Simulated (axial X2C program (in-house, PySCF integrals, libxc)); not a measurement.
# All-electron X2C curves of RuMg, part 2 of 2

Computed with an in-house X2C program for linear molecules on PySCF integrals; all-electron X2C, Ru dyall-cv3z, Mg dyall-cv3z. The steps go on from the part before.

## Step 9: PBE0, 2c

State followed: Ω = 2 (excess of +ω over −ω: 2 × ω = 1/2, ω = -3/2, ω = 5/2). The scan is laid around 2.633 Å, a first estimate of the minimum, and this SCF restarts from the orbitals of the search.

Output at 2.633 Å:

```text
two-component X2C + atomic mean field  PBE0
basis functions 234  fitting functions 979  grid points 5082
iter        total energy     max residual
   1      -4728.420156421     3.42e+00
   2      -4728.506425861     6.52e-03
   3      -4728.506442411     4.79e-03
   4      -4728.506445032     4.73e-04
   5      -4728.506445755     1.23e-03
   6      -4728.506446194     1.59e-04
   7      -4728.506446208     2.32e-05
   8      -4728.506446211     2.06e-05
   9      -4728.506446211     2.21e-06
converged
one-electron -6733.50721326  Coulomb 2051.99312808  exact exchange -37.10390743  xc functional -113.74599914  nuclear repulsion 106.11681252  atomic mean-field constant -2.25926697
```

Along the bond, energies from the lowest point:

```csv
R (Å),E (eV),μ (D),HOMO (eV),LUMO (eV),iterations
2.396,0.1324,0.04,-4.27,-2.22,50
2.475,0.0506,0.11,-4.31,-2.14,50
2.554,0.0095,0.19,-4.35,-2.07,44
2.633,0.0000,0.27,-4.39,-2.02,9
2.725,0.0178,0.36,-4.43,-1.98,40
2.817,0.0567,0.44,-4.47,-2.03,36
2.936,0.1275,0.54,-4.52,-2.10,37
```

Dipoles are positive if Mg is the positive end.

Outer spinors at the reference distance:

| ω | occupied | ε (eV) | atomic character | λ mixture |
| --- | --- | --- | --- | --- |
| -3/2 | yes | -8.32 | 100% Ru d | 100% δ |
| 5/2 | yes | -8.06 | 100% Ru d | 100% δ |
| 1/2 | yes | -7.90 | 90% Ru d, 7% Mg s | 100% σ |
| -1/2 | yes | -7.13 | 97% Ru d | 99% π, 1% σ |
| 3/2 | yes | -7.00 | 97% Ru d | 99% π, 1% δ |
| 1/2 | yes | -6.46 | 43% Mg s, 43% Ru s, 7% Ru d | 100% σ |
| -1/2 | yes | -6.26 | 49% Mg s, 26% Ru s, 10% Ru d | 99% σ, 1% π |
| 1/2 | yes | -5.79 | 94% Ru d, 3% Mg p | 99% π, 1% σ |
| -3/2 | yes | -5.67 | 94% Ru d, 3% Mg p | 100% π |
| 1/2 | yes | -4.39 | 37% Mg p, 24% Ru s, 19% Mg s | 100% σ |
| 3/2 | no | -2.02 | 99% Ru d | 99% δ, 1% π |
| -1/2 | no | -1.93 | 38% Mg p, 29% Ru s, 17% Ru p | 100% σ |
| -5/2 | no | -1.81 | 99% Ru d | 100% δ |
| -1/2 | no | -1.67 | 78% Ru d, 10% Ru s, 6% Mg s | 99% σ, 1% π |

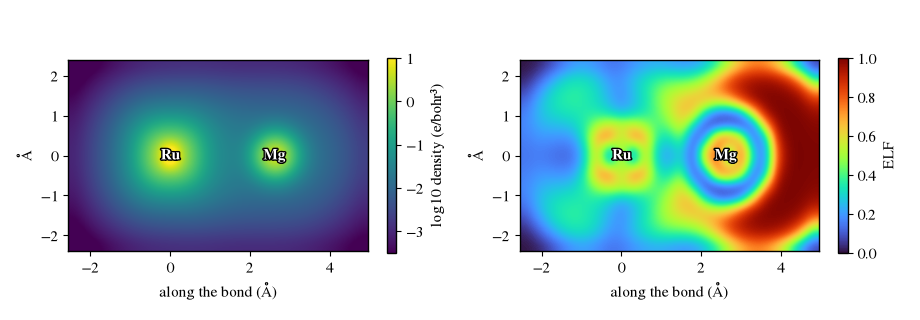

PBE0 fields in a plane through the axis, from a grid of 0.3 Å; Ru lies at z = 0 and Mg at z = 2.633 Å; the ELF is damped to zero where the density is low.

Re = 2.622 Å, ωe = 233.0 cm⁻¹, ωexe = 1.92 cm⁻¹, Be = 0.1263 cm⁻¹, De = 0.787 eV, μ = 0.26 D.

## Step 10: HF, 2c

Output at 2.633 Å:

```text
two-component X2C + atomic mean field  HF
basis functions 234  fitting functions 979  grid points 5082
iter        total energy     max residual
   1      -4726.072169369     4.46e-01
   2      -4726.099814376     1.02e-02
   3      -4726.102339633     2.45e-02
   4      -4726.102767034     8.42e-03
   5      -4726.102838318     6.36e-04
   6      -4726.102872443     4.02e-03
   7      -4726.102895688     2.91e-03
   8      -4726.102908004     3.40e-04
   9      -4726.102911127     5.25e-04
  10      -4726.102912353     4.44e-04
  11      -4726.102913252     1.75e-04
  12      -4726.102914155     2.90e-04
  13      -4726.102914761     3.22e-04
  14      -4726.102915049     1.35e-04
  15      -4726.102915133     2.37e-05
  16      -4726.102915155     3.74e-05
  17      -4726.102915163     2.14e-05
  18      -4726.102915165     3.27e-06
  19      -4726.102915166     4.38e-06
  20      -4726.102915166     2.24e-06
converged
one-electron -6733.32807891  Coulomb 2051.92004489  exact exchange -148.55242670  xc functional 0.00000000  nuclear repulsion 106.11681252  atomic mean-field constant -2.25926697
```

No constants are quoted: too few points lie around the minimum for a second fit to confirm the first.

## Step 11: r2SCAN, 2c

The SCF at the reference distance of 2.633 Å:

```text
two-component X2C + atomic mean field  r2SCAN
basis functions 234  fitting functions 979  grid points 5082
iter        total energy     max residual
   1      -4728.913151110     1.52e-01
   2      -4728.916071002     4.12e-03
   3      -4728.916327703     1.38e-02
   4      -4728.916390821     3.16e-03
   5      -4728.916411418     2.86e-03
   6      -4728.916413282     8.73e-04
   7      -4728.916415055     4.83e-04
   8      -4728.916415134     4.43e-05
   9      -4728.916415146     4.61e-05
  10      -4728.916415147     5.29e-06
converged
one-electron -6733.19896352  Coulomb 2051.68790638  exact exchange 0.00000000  xc functional -151.26290356  nuclear repulsion 106.11681252  atomic mean-field constant -2.25926697
```

Re = 2.578 Å, ωe = 258.9 cm⁻¹, Be = 0.1307 cm⁻¹, De = 1.21 eV, μ = 0.44 D.

## Step 12: MP2 and beyond, 2c

Correlated methods: 10 electrons correlated (frozen shells, counted by type: Ru 4 s, 3 p, 1 d; Mg 2 s, 1 p), 335 virtual spinors in MP2, 90 natural virtuals in coupled cluster.

Output of the correlated part at 2.633 Å:

```text
correlated 10  virtual 335  natural virtual 90  E(MP2) -0.243869708  MP2 remainder -0.011915611
iter   CCSD correlation   residual
   1     -0.230322318   1.29e-01
   2     -0.236737840   6.29e-02
   3     -0.239086980   3.32e-02
   4     -0.239474661   1.41e-02
   5     -0.239772210   6.32e-03
   6     -0.239807956   2.35e-03
   7     -0.239802327   9.52e-04
   8     -0.239811286   4.33e-04
   9     -0.239808716   2.06e-04
  10     -0.239810057   8.69e-05
  11     -0.239809014   4.08e-05
  12     -0.239808975   1.98e-05
  13     -0.239808813   1.10e-05
  14     -0.239808733   5.49e-06
  15     -0.239808744   2.87e-06
(T) -0.012578810  T1 0.0458  D1 0.0913  max T2 0.082
```

MP2: Re = 2.624 Å, ωe = 239.9 cm⁻¹, Be = 0.1261 cm⁻¹, De = 0.522 eV.

CCSD: Re = 2.657 Å, ωe = 219.1 cm⁻¹, ωexe = 1.76 cm⁻¹, Be = 0.123 cm⁻¹, De = 0.437 eV. T1 at Re = 0.032 (Lee–Taylor, the printed value over √2).

CCSD(T): Re = 2.636 Å, ωe = 231.9 cm⁻¹, ωexe = 1.63 cm⁻¹, Be = 0.125 cm⁻¹, De = 0.555 eV. T1 at Re = 0.032 (Lee–Taylor, the printed value over √2).

## Step 13: A higher determinant, 2c

State: Ω = 5 (excess of +ω over −ω: 2 × ω = 1/2, ω = 3/2, ω = 5/2).

Output at the reference distance:

```text
two-component X2C + atomic mean field  PBE0
basis functions 234  fitting functions 979  grid points 5082
iter        total energy     max residual
   1      -4728.410033651     3.42e+00
   2      -4728.496613923     6.52e-03
   3      -4728.496630928     4.81e-03
   4      -4728.496633793     4.61e-04
   5      -4728.496634391     1.11e-03
   6      -4728.496634784     1.29e-04
   7      -4728.496634796     2.23e-05
   8      -4728.496634799     1.68e-05
converged
one-electron -6733.97572016  Coulomb 2052.45798310  exact exchange -37.10285687  xc functional -113.73358641  nuclear repulsion 106.11681252  atomic mean-field constant -2.25926697
```

| R (Å) | E above the lowest PBE0 point (eV) |
| --- | --- |
| 2.396 | 0.523 |
| 2.475 | 0.395 |
| 2.554 | 0.313 |
| 2.633 | 0.267 |
| 2.725 | 0.247 |
| 2.817 | 0.253 |
| 2.936 | 0.287 |

No constants are quoted: too few points lie around the minimum for a second fit to confirm the first.

## Step 14: The 2c curves together

Energy (eV) of the followed determinant, 2c, from each level's lowest point:

```
R (Å)   PBE0     HF    MP2   CCSD  CCSD(T)  r2SCAN
2.396  0.132  0.341  0.143  0.165    0.151   0.096
2.475  0.051  0.207  0.055  0.071    0.061   0.027
2.554  0.009  0.115  0.011  0.020    0.014   0.000
2.633  0.000  0.055  0.000  0.000    0.000   0.005
2.725  0.018  0.016  0.018  0.006    0.014   0.041
2.817  0.057  0.000  0.060  0.035    0.050   0.099
2.936  0.127  0.003  0.133  0.091    0.117   0.196
```

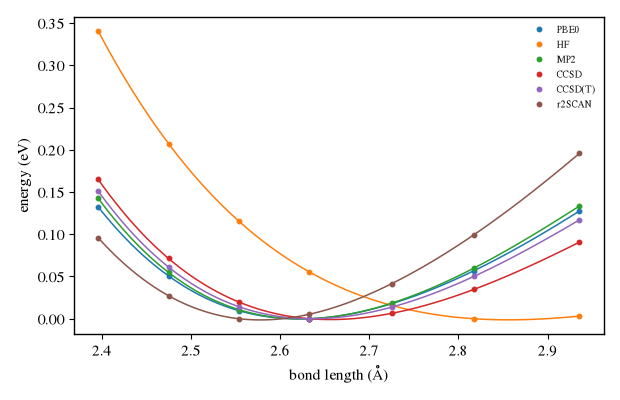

Curves of the followed state, 2c, each from its own lowest point.

Time for the job: 4.6 min (1 thread of Arm Neoverse V1, shared host); peak memory 0.7 GiB.

## Step 15: Results

What follows sums up all 2 parts.

Lowest determinant that the search found at its distance, spin-free: M_S = 2, Λ = 0 (beyond closed shells: 2 × σα, δ+α, δ-α).

Lowest determinant that the search found at its distance, 2c: Ω = 2 (excess of +ω over −ω: 2 × ω = 1/2, ω = -3/2, ω = 5/2).

```tsv
Hamiltonian	level	Re (Å)	ωe (cm⁻¹)	De (eV)	μ (D)
spin-free	PBE0	2.621	233.5	0.901	0.26
spin-free	MP2	2.622	240.6	0.627	n/a
spin-free	CCSD	2.654	220.0	0.542	n/a
spin-free	CCSD(T)	2.633	232.8	0.660	n/a
spin-free	r2SCAN	2.577	259.2	1.21	0.44
2c	PBE0	2.622	233.0	0.787	0.26
2c	MP2	2.624	239.9	0.522	n/a
2c	CCSD	2.657	219.1	0.437	n/a
2c	CCSD(T)	2.636	231.9	0.555	n/a
2c	r2SCAN	2.578	258.9	1.21	0.44
```

Dipoles are positive if Mg is the positive end. No constants: spin-free HF (too few points lie around the minimum for a second fit to confirm the first); 2c HF (too few points lie around the minimum for a second fit to confirm the first).

Time per point (s) on 1 thread of Arm Neoverse V1, shared host (2c runs; CCSD comes with the CCSD(T) run); the times are rough: PBE0 3.3, MP2 3.4, CCSD(T) 6.7, r2SCAN 2.7.

**Reading.** At CCSD(T), going from spin-free to two-component changes Re by +2 mÅ, ωe by -0.4 %, which is small (part of it comes from the scalar share of the two-electron terms). De moves by -0.10 eV; both De rest on single-determinant atoms, which can miss part of an open shell's spin–orbit lowering.

De refers to Ru + Mg, each in the lowest determinant found, which need not be this curve's own limit. Each curve is one determinant whose occupation by symmetry is held fixed; it was picked as the lowest of a PBE0 search that is not exhaustive. Dissociation energies refer to the lowest single-determinant-based atoms at the same level and basis. Density functionals use the spin component along the axis (collinear). Coupled cluster ran in a truncated set of natural virtual spinors; the MP2 energy of the rest was added. The meta-GGAs lack a current-density term, which matters for open shells with orbital currents, atoms included. With several unpaired electrons one determinant need not be a pure state. The spin-free determinant is spin-contaminated at some levels, which hurts MP2 most. T1 at Re is 0.032 (Lee–Taylor), above the customary mark of 0.02.
